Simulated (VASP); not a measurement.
# A VASP study of Hf (Hafnium) (r2SCAN + rVV10): structure first, properties next, part 6 of 6

Aim: relax Hf (Hafnium), then compute properties on the relaxed cell. The start is a cell from a database of measured crystal structures.

VASP 6.6.1; r2SCAN with rVV10; plane waves and PAW (Hf_pv).

Still holding for the runs below: The k-mesh is coarse for a metal.

So far. Step 13 (Volume scan with r2SCAN + rVV10 (run 6)): The run ends at a pressure of -4.34 GPa.

### 14. Volume scan with r2SCAN + rVV10 (run 7)

A prediction first. A parabola through the 6 pressures of evenly scaled cells so far, P = 0.01 -118.2 t +186 t² GPa with t = ln(V/V₁) and V₁ the volume at scale 1, gives -6.25 GPa at t = +0.0583.

File INCAR:

```
SYSTEM = Hf
PREC = Accurate
ENCUT = 400
EDIFF = 1E-06
NELM = 100
ISMEAR = 1
SIGMA = 0.2
LREAL = .FALSE.
ALGO = Normal
METAGGA = R2SCAN
LUSE_VDW = .TRUE.
IVDW_NL = 2
BPARAM = 11.95
CPARAM = 0.0093
LASPH = .TRUE.
NBANDS = 16
LORBIT = 11
LWAVE = .FALSE.
LCHARG = .FALSE.
KPAR = 2
ISIF = 2
```

File POSCAR:

```
Hf
1.0
    3.2489210187      0.0000000000      0.0000000000
   -1.6244605093      2.8136481370      0.0000000000
    0.0000000000      0.0000000000      5.1205778896
Hf
2
Direct
    0.3333333333      0.6666666667      0.2500000000
    0.6666666667      0.3333333333      0.7500000000
```

File KPOINTS:

```
Automatic mesh
0
Gamma
8 8 5
0 0 0
```

Potentials, in the order of the species: Hf_pv (PBE family, release 64).

On the command line:

```sh
$ mpirun -np 2 vasp_std
```

What it wrote:

```text
[... set-up lines as in an earlier step ...]
 entering main loop
       N       E                     dE             d eps       ncg     rms          rms(c)
Total rVV10 correction in eV:      0.4036745    22.5152500
Total rVV10 correction in eV:      0.4036745    22.5152500
DAV:   1    -0.325759096043E+02   -0.32576E+02   -0.10400E+04   976   0.101E+03
DAV:   2    -0.940436827258E+02   -0.61468E+02   -0.60090E+02  1264   0.231E+02
DAV:   3    -0.956990497973E+02   -0.16554E+01   -0.16211E+01  1296   0.264E+01
DAV:   4    -0.957146291211E+02   -0.15579E-01   -0.15577E-01  1216   0.320E+00
DAV:   5    -0.957148602457E+02   -0.23112E-03   -0.23112E-03  1296   0.311E-01    0.690E+01
Total rVV10 correction in eV:      0.3813377    22.5152499
Total rVV10 correction in eV:      0.3813377    22.5152499
DAV:   6    -0.899607762837E+02    0.57541E+01   -0.10865E+00  1072   0.864E+00    0.398E+01
Total rVV10 correction in eV:      0.3604505    22.5152499
Total rVV10 correction in eV:      0.3604505    22.5152499
DAV:   7    -0.899083835492E+02    0.52393E-01   -0.83535E-01  1192   0.661E+00    0.405E+00
Total rVV10 correction in eV:      0.3616092    22.5152499
Total rVV10 correction in eV:      0.3616092    22.5152499
DAV:   8    -0.899100859846E+02   -0.17024E-02   -0.24741E-02  1168   0.108E+00    0.148E+00
Total rVV10 correction in eV:      0.3633545    22.5152499
Total rVV10 correction in eV:      0.3633545    22.5152499
DAV:   9    -0.899081842684E+02    0.19017E-02   -0.90698E-03  1184   0.627E-01    0.200E-01
Total rVV10 correction in eV:      0.3632369    22.5152499
Total rVV10 correction in eV:      0.3632369    22.5152499
DAV:  10    -0.899081833414E+02    0.92704E-06   -0.27406E-04  1344   0.143E-01    0.117E-01
Total rVV10 correction in eV:      0.3632248    22.5152499
Total rVV10 correction in eV:      0.3632248    22.5152499
DAV:  11    -0.899081861486E+02   -0.28072E-05   -0.13891E-05  1192   0.292E-02    0.562E-03
Total rVV10 correction in eV:      0.3632408    22.5152499
Total rVV10 correction in eV:      0.3632408    22.5152499
DAV:  12    -0.899081866398E+02   -0.49130E-06   -0.37853E-07   832   0.423E-03
Total rVV10 correction in eV:      0.3632424    22.5152499
Total rVV10 correction in eV:      0.3632424    22.5152499
Total rVV10 correction in eV:      0.3632429    22.5152499
Total rVV10 correction in eV:      0.3632429    22.5152499
   1 F= -.89908187E+02 E0= -.89911831E+02  d E =0.109332E-01
```

Wall time 40 s (2 MPI ranks of Intel Xeon 6975P-C (Granite Rapids), shared host); peak memory 0.49 GiB.

From OUTCAR (step 14):

```text
  Total       -1.7807008     -1.7807008     -1.9080403     -0.0000000      0.0000000      0.0000000
  in kB      -60.9499884    -60.9499884    -65.3085737     -0.0000000      0.0000000      0.0000000
  external PRESSURE =     -62.4028502 kB  Pullay stress =       0.0000000 kB

 POSITION                                       TOTAL-FORCE (eV/Angst)
 -----------------------------------------------------------------------------------
     -0.00000      1.87577      1.28014        -0.000000     -0.000000      0.000000
      1.62446      0.93788      3.84043         0.000000      0.000000      0.000000
 -----------------------------------------------------------------------------------
    total drift:                               -0.000000      0.000000     -0.000000

  FREE ENERGIE OF THE ION-ELECTRON SYSTEM (eV)
  ---------------------------------------------------
  free  energy   TOTEN  =       -89.9081866398 eV

  energy  without entropy=      -89.9191198329  energy(sigma->0) =      -89.91183104

[... 1 part as in an earlier step ...]

[... 2 further parts left out ...]
[key lines of the parts left out:]
E-fermi :   4.5056
```

The pressure falls from -4.34 to -6.24 GPa. The parabola predicted -6.25 GPa, -0.01 GPa off.

### 15. Side by side

Times are for 2 MPI ranks of Intel Xeon 6975P-C (Granite Rapids), shared host. The series side by side:

```
no.  volume scale  energy above the lowest point (meV/atom)  pressure (GPa)  time  memory (GiB)
  1          0.94                                     33.55           8.033  32 s          0.39
  2          0.96                                      14.9           5.142  42 s          0.46
  3          0.98                                      3.89           2.473  44 s          0.48
  4             1                                         0        0.004352  46 s          0.48
  5          1.02                                      2.71          -2.267  43 s          0.47
  6          1.04                                     11.52          -4.344  38 s          0.48
  7          1.06                                     25.88          -6.240  40 s          0.49
```

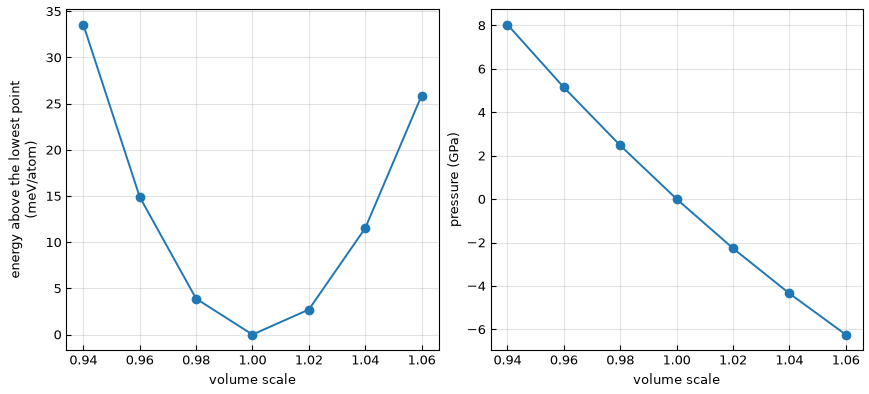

The series as plots.

### 16. Fit for r2SCAN + rVV10

This step: Birch-Murnaghan fit, r2SCAN with rVV10; plane waves and PAW (VASP 6.6.1).

This step runs nothing: it gathers the runs above.

Numbers from this step:

- pressure derivative of the bulk modulus: 2.928
- r.m.s. error of the fit: 1.52e-5 eV/atom
- minimum inside the sampled range: yes
- bulk modulus: 118.7 GPa
- equilibrium volume of the fit: 22.11 Å³/atom

Energy above the fitted minimum against volume:

```csv
volume (Å³/atom),energy above the fitted minimum (eV/atom)
20.75,0.0336
21.20,0.0149
21.64,0.00389
22.08,8.7e-7
22.52,0.00271
22.96,0.0115
23.40,0.0259
```

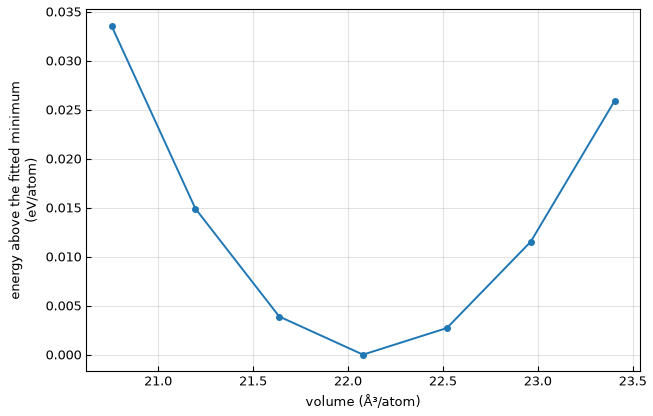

Energy above the fitted minimum, plotted against volume.

The fitted volume lies +0.15 % from the relaxed one. At a finite cutoff and mesh the minimum of the energy and the zero of the stress don't quite coincide, and the relaxation stops at a threshold.

### 17. Electric field gradients (r2SCAN + rVV10)

This step: r2SCAN with rVV10; plane waves and PAW (Hf_pv) (VASP 6.6.1).

Field gradients probe how far the charge around each nucleus departs from cubic symmetry; LASPH keeps the non-spherical terms inside the spheres.

INCAR: that of step 14 with these lines changed.

```diff
@@ -3,3 +3,3 @@
 ENCUT = 400
-EDIFF = 1E-06
+EDIFF = 1E-07
 NELM = 100
@@ -20,2 +20,2 @@
 KPAR = 2
-ISIF = 2
+LEFG = .TRUE.
```

File POSCAR:

```
Hf
1.0
    3.1864262073      0.0000000000      0.0000000000
   -1.5932131036      2.7595260428      0.0000000000
    0.0000000000      0.0000000000      5.0220807124
Hf
2
Direct
    0.3333333333      0.6666666667      0.2500000000
    0.6666666667      0.3333333333      0.7500000000
```

KPOINTS is that of step 14.

On the command line:

```sh
$ mpirun -np 2 vasp_std
```

What it wrote:

```text
[... set-up lines as in an earlier step ...]
 entering main loop
       N       E                     dE             d eps       ncg     rms          rms(c)
Total rVV10 correction in eV:      0.3886374    22.5152500
Total rVV10 correction in eV:      0.3886374    22.5152500
[... 5 cycles as in an earlier step ...]
Total rVV10 correction in eV:      0.3674886    22.5152502
Total rVV10 correction in eV:      0.3674886    22.5152502
[... 1 cycle as in an earlier step ...]
Total rVV10 correction in eV:      0.3476949    22.5152502
Total rVV10 correction in eV:      0.3476949    22.5152502
[... 1 cycle as in an earlier step ...]
Total rVV10 correction in eV:      0.3487736    22.5152502
Total rVV10 correction in eV:      0.3487736    22.5152502
[... 1 cycle as in an earlier step ...]
Total rVV10 correction in eV:      0.3503739    22.5152502
Total rVV10 correction in eV:      0.3503739    22.5152502
[... 1 cycle as in an earlier step ...]
Total rVV10 correction in eV:      0.3502823    22.5152502
Total rVV10 correction in eV:      0.3502823    22.5152502
[... 1 cycle as in an earlier step ...]
Total rVV10 correction in eV:      0.3502613    22.5152502
Total rVV10 correction in eV:      0.3502613    22.5152502
[... 1 cycle as in an earlier step ...]
Total rVV10 correction in eV:      0.3502747    22.5152502
Total rVV10 correction in eV:      0.3502747    22.5152502
DAV:  12    -0.899604165211E+02   -0.31559E-06   -0.38478E-07  1256   0.429E-03    0.149E-03
Total rVV10 correction in eV:      0.3502780    22.5152502
Total rVV10 correction in eV:      0.3502780    22.5152502
DAV:  13    -0.899604162296E+02    0.29150E-06   -0.23224E-08   744   0.131E-03    0.679E-04
Total rVV10 correction in eV:      0.3502780    22.5152502
Total rVV10 correction in eV:      0.3502780    22.5152502
DAV:  14    -0.899604163167E+02   -0.87132E-07   -0.32757E-09   664   0.501E-04
Total rVV10 correction in eV:      0.3502782    22.5152502
Total rVV10 correction in eV:      0.3502782    22.5152502
Total rVV10 correction in eV:      0.3502782    22.5152502
Total rVV10 correction in eV:      0.3502782    22.5152502
ion   1
     0.0000000     0.0000000     0.0000000    -1.5650874     0.0000000     0.0000000
     0.0000654     0.0000000     0.0000000    -1.5650874     0.0000000     0.0000000
     0.0000901     0.0000000     0.0000000    -1.5650873     0.0000000     0.0000000
     0.0001241     0.0000000     0.0000000    -1.5650873     0.0000000     0.0000000
     0.0001709     0.0000000     0.0000000    -1.5650872     0.0000000     0.0000000

     0.0000000     0.0000005     0.0000000   -63.6048746    -0.0000000     0.0000001
     0.0000654     0.0000005     0.0000000   -63.5482082    -0.0000000     0.0000001
     0.0000901     0.0000005     0.0000000   -63.5201020    -0.0000000     0.0000001
     0.0001241     0.0000005     0.0000000   -63.4765710    -0.0000000     0.0000001
     0.0001709     0.0000005     0.0000000   -63.4094282    -0.0000000     0.0000001

ion   2
     0.0000000     0.0000000     0.0000000    -1.5650874    -0.0000000     0.0000000
     0.0000654     0.0000000     0.0000000    -1.5650874    -0.0000000     0.0000000
     0.0000901     0.0000000     0.0000000    -1.5650873    -0.0000000     0.0000000
     0.0001241     0.0000000     0.0000000    -1.5650873    -0.0000000     0.0000000
     0.0001709     0.0000000     0.0000000    -1.5650872    -0.0000000     0.0000000

     0.0000000     0.0000005     0.0000000   -63.6048746    -0.0000000     0.0000001
     0.0000654     0.0000005     0.0000000   -63.5482082    -0.0000000     0.0000001
     0.0000901     0.0000005     0.0000000   -63.5201020    -0.0000000     0.0000001
     0.0001241     0.0000005     0.0000000   -63.4765710    -0.0000000     0.0000001
     0.0001709     0.0000005     0.0000000   -63.4094282    -0.0000000     0.0000001

   1 F= -.89960416E+02 E0= -.89963592E+02  d E =0.952845E-02
```

It took 37 s on 2 MPI ranks; peak memory 0.48 GiB.

From OUTCAR (step 17):

```text
   NELECT =      20.0000    total number of electrons

 E-fermi :   4.9408

 k-point     1 :       0.0000    0.0000    0.0000
  band No.  band energies     occupation
    ...
      4     -26.3747      2.00000
      5     -26.3673      2.00000
      6     -26.3673      2.00000
      7      -2.8978      2.00000
      8       1.0283      2.00000
      9       5.3869     -0.00709
     10       6.2408     -0.00000
     11       6.2408     -0.00000
     12       6.5952     -0.00000
     13       7.1415     -0.00000
    ...

  Total        0.0039439      0.0039439     -0.0006575      0.0000000      0.0000000      0.0000000
  in kB        0.1430917      0.1430917     -0.0238563      0.0000000      0.0000000      0.0000000
  external PRESSURE =       0.0874424 kB  Pullay stress =       0.0000000 kB

  FREE ENERGIE OF THE ION-ELECTRON SYSTEM (eV)
  ---------------------------------------------------
  free  energy   TOTEN  =       -89.9604163167 eV

  energy  without entropy=      -89.9699447711  energy(sigma->0) =      -89.96359247

 Electric field gradients after diagonalization (V/A^2)
 (convention: |V_zz| > |V_xx| > |V_yy|)
----------------------------------------------------------------------
 ion       V_xx      V_yy      V_zz     asymmetry (V_yy - V_xx)/ V_zz
----------------------------------------------------------------------
   1     -40.175   -40.174    80.349       0.000
   2     -40.175   -40.174    80.349       0.000
----------------------------------------------------------------------

[... 11 parts as in an earlier step ...]

[... 7 further parts left out ...]
```

Numbers from this step:

| Quantity | Value |
| --- | --- |
| SCF cycles | 14 |
| free energy (TOTEN) | -89.9604 eV |
| energy at zero smearing | -89.9636 eV |
| Fermi energy | 4.941 eV |
| pressure | 0.008744 GPa |

Electric field gradients, by row:

```
atom  Vxx (V/Å²)  Vyy (V/Å²)  Vzz (V/Å²)  asymmetry
 Hf1      -40.17      -40.17       80.35          0
 Hf2      -40.17      -40.17       80.35          0
```

The largest gradient, 80.35 V/Å², sits on Hf1 and like sites; times the quadrupole moment of a nucleus that has one, it gives the coupling that NMR and NQR see.

### 18. What came out

| Item | Value |
| --- | --- |
| relaxed volume | 22.08 Å³/atom |
| relaxed conventional cell a, b, c | 3.186, 3.186, 5.022 Å; angles 90.0, 90.0, 120.0° |
| space group after relaxing, within 0.02 Å | P6_3/mmc (No. 194) |
| band gap | none, a metal |
| DOS at the Fermi level | 1.24 states/eV/cell |
| highest zone-centre mode | 97.2 cm⁻¹ |
| bulk modulus from the fit | 119 GPa |
| volume from the fit | 22.1 Å³/atom |
| largest field gradient Vzz | 80.35 V/Å² on Hf1 |

**Reading.** With r2SCAN + rVV10, Hf (Hafnium) relaxes to 22.08 Å³/atom in space group P6_3/mmc (held by the symmetry of the run), comes out as a metal and has a bulk modulus of 119 GPa at fixed shape and positions, an upper bound. Against the listed cell the volume lies -1.3 % (a -0.3 %, c -0.7 %). Band structure (r2SCAN + rVV10): Of the bands kept, 4 cross the Fermi level on this path. Zone-centre phonons (r2SCAN + rVV10): The highest mode at Γ lies at 97.2 cm⁻¹. A measured bulk modulus is not set beside the scan, since shape and positions were held. Spin-orbit coupling is left out, and with elements this heavy it would split and shift bands near the Fermi level. The k-sampling is coarse for a metal, so the Fermi level, pressures and the shape of the cell carry errors. Modes at Γ alone can't show that the crystal is stable at other wave vectors. No search among competing phases was made. All values are for a static lattice at zero temperature.

[Lines on the potential files, build, host, timing and source positions are cut from VASP's logs without a mark.]

[Logs are printed without paths, hosts, clocks, repeated set-up lines and the standing remarks that a program may print on its own settings, such as how far it seeks lower states.]

[Hosts, paths, dates, database ids (printed as entryN), source tags and the programs' standing remarks are cut or masked in the printed files.]

[Measured values are set beside computed ones only where the two were judged alike; some that the calculation misses by far are left out.]
